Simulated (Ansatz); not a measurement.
```xyz
11

Ga   -1.0379    0.0566   -0.7643
C     0.9080   -0.0056   -1.0482
H    -2.0952   -0.7524   -1.5795
H    -1.4919    1.1481    0.3045
H    -0.1844   -0.9283    2.1373
F    -0.6829   -1.6216    1.7896
H     0.1370    1.1543    0.8805
F     0.5848    1.0465    1.6877
H     1.1392    0.5020   -2.0123
H     1.2243   -1.0646   -1.1569
H     1.4990    0.4648   -0.2386
```

Not at a stationary point (largest force 1.5 eV/Å).

All numbers below come from RKS LDA/def2-SVP (Ansatz 0.2.0).

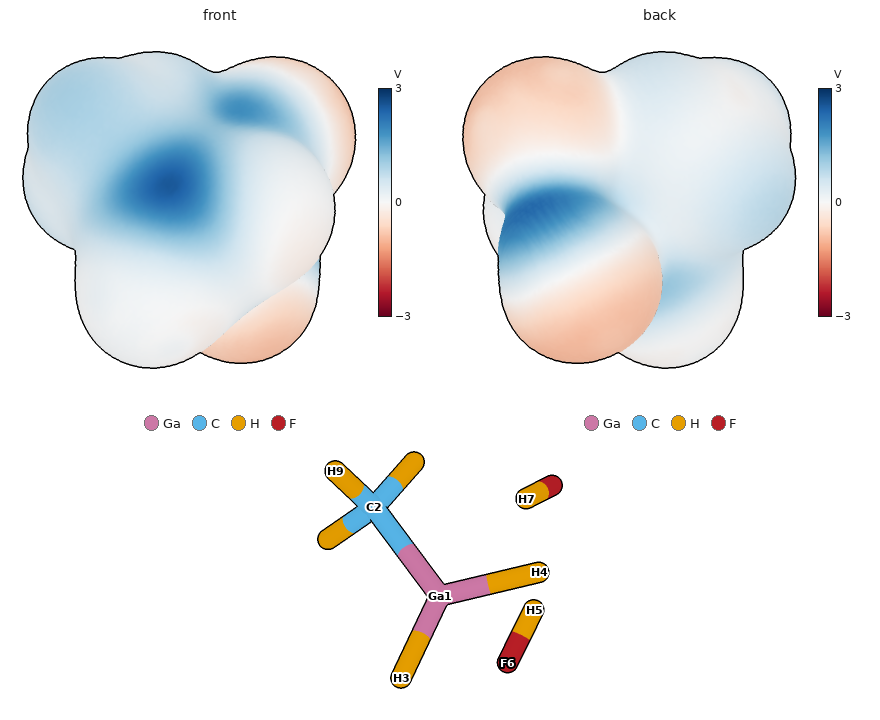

CH₅Ga···HF···HF. The molecular electrostatic potential painted on the density surface at 0.002 e/bohr³, seen from the front and from behind; the colour scale runs from red (negative) to blue (positive). The bare structure is drawn below in the same view.

**Describe the electrostatic potential map.**

The most negative region (about −0.9 V, or −21 kcal/mol for a unit charge) lies over F6, the most positive (about +2.3 V, or +53 kcal/mol for a unit charge) over Ga1 and H5.
